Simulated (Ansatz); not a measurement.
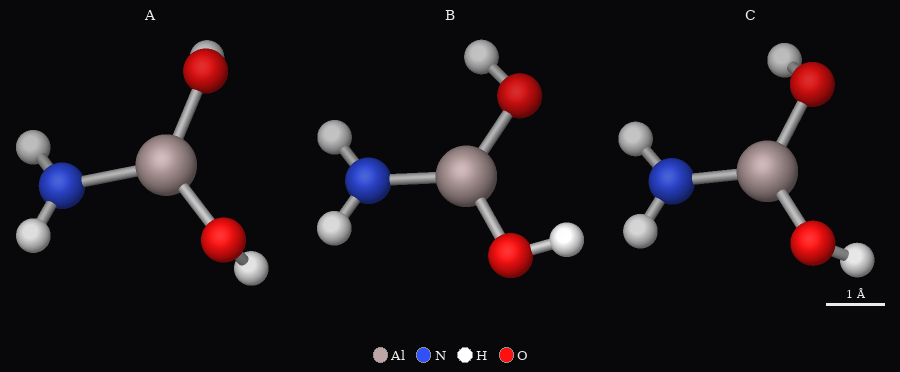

3 geometries from one relaxation of AlNH₄O₂, in shuffled order. Style: ball-and-stick. Shown at a tilt.

The run prepares the start of a later molecular dynamics calculation, from a guessed geometry.

The calculation used RKS PBE0-D4/STO-3G in Ansatz. (no spin polarisation; force threshold 0.02 eV/Å; at most 40 steps)

Order the frames from highest to lowest energy.

A, C, B. They are steps 0, 3, 10, at +29.6 kcal/mol, +5.06 kcal/mol relative to the last. Over 9 accepted moves (10 points after the start) the energy falls by 29.6 kcal/mol. Largest force component: 4.4 eV/Å at the start, 0.0032 eV/Å at the end. The line search rejected the trial step at point 8 of the run. The forces were under the threshold at step 7, but the run went on from there. An H atom moves most after the best rigid fit: 0.78 Å. Largest moves by element: H 0.78 Å, O 0.61 Å, Al 0.30 Å, N 0.14 Å. Near-neighbour distances that change, for instance: Al–N 1.920 → 1.728 Å, Al–O 1.780 → 1.704 Å, H–N 1.060 → 1.030 Å, H–O 1.010 → 1.015 Å. Among the angles between lasting bonds that change: H–N–H 120.0° → 109.0°, Al–N–H 120.0° → 126.3°, Al–O–H 109.5° → 104.3°. Groups turn about Al–O by about 90°, Al–O by about 65°. Cost: 17 s on 1 thread of Arm Neoverse V1, on a shared host, peak memory 0.11 GiB.

Limits of the set-up: STO-3G is a minimal basis, so the numbers are rough.
